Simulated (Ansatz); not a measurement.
**C₂H₅NSi: basis-set convergence**

Aim: see how fast density functionals converge with the basis set for C₂H₅NSi.

Computed with Ansatz 0.2.0, Gaussian basis. Level: one geometry, several basis sets.

The runs, in order: PBE0-D4/def2-SVP; ωB97M-V/def2-SVP; PBE0-D4/def2-QZVPP; ωB97M-V/def2-QZVPP; the functionals' def2-TZVPP values are taken from earlier runs.

**1. The geometry**

All runs share one geometry, relaxed beforehand with PBE0-D4 in a triple-zeta def2 set.

SMILES `C[SiH]1C=N1`, 9 atoms, charge 0, spin multiplicity 1.

Atoms are counted from 1 here; the program's logs count them from 0.

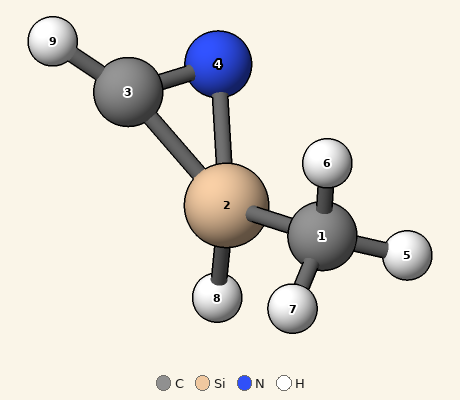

The structure; carbon grey, silicon light orange, nitrogen blue, hydrogen white; atoms are numbered from 1 in the order of the file.

**2. PBE0-D4 in def2-SVP**

The input, in.yaml:

```yaml
crystal:
  periodic: [false, false, false]
  atoms:
    - {symbol: C, position_ang: [-0.492890, 1.307040, 0.021619]}
    - {symbol: Si, position_ang: [0.416422, -0.240911, -0.443912]}
    - {symbol: C, position_ang: [0.492293, -1.691986, 0.580891]}
    - {symbol: N, position_ang: [-0.415165, -1.823525, -0.308619]}
    - {symbol: H, position_ang: [-1.060100, 1.690294, -0.830456]}
    - {symbol: H, position_ang: [-1.187058, 1.105391, 0.839140]}
    - {symbol: H, position_ang: [0.201945, 2.087932, 0.340271]}
    - {symbol: H, position_ang: [1.351169, -0.083991, -1.579039]}
    - {symbol: H, position_ang: [0.781884, -2.396643, 1.363104]}
basis:
  gaussian: {orbitals: def2-SVP}
hamiltonian: {xc: pbe0, dispersion: d4}
output: {orbitals: {seedname: orbitals}}
```

Launch:

```console
$ ansatz run in.yaml --threads 2 --pin off --events-out ev --progress --plain --max-ram 4352MiB
```

After this run come: ωB97M-V in def2-SVP; PBE0-D4 in def2-QZVPP; ωB97M-V in def2-QZVPP.

**Question.** What will the summary of the whole plan be? Wanted: PBE0-D4: double and triple zeta above quadruple; ωB97M-V: double and triple zeta above quadruple.

As calculated:

```
                                       quantity          value
PBE0-D4: double and triple zeta above quadruple  7.48, 0.48 eV
ωB97M-V: double and triple zeta above quadruple  7.65, 0.45 eV
```

In words: PBE0-D4 gains 6.99 eV from double to triple zeta, then 0.48 eV more. These are total energies; as a rule much of such shifts cancels in differences, which this series doesn't test. The LUMO of ωB97M-V is positive and keeps falling with the basis (2.08 to 1.38 eV): an unbound level that the basis holds in place.
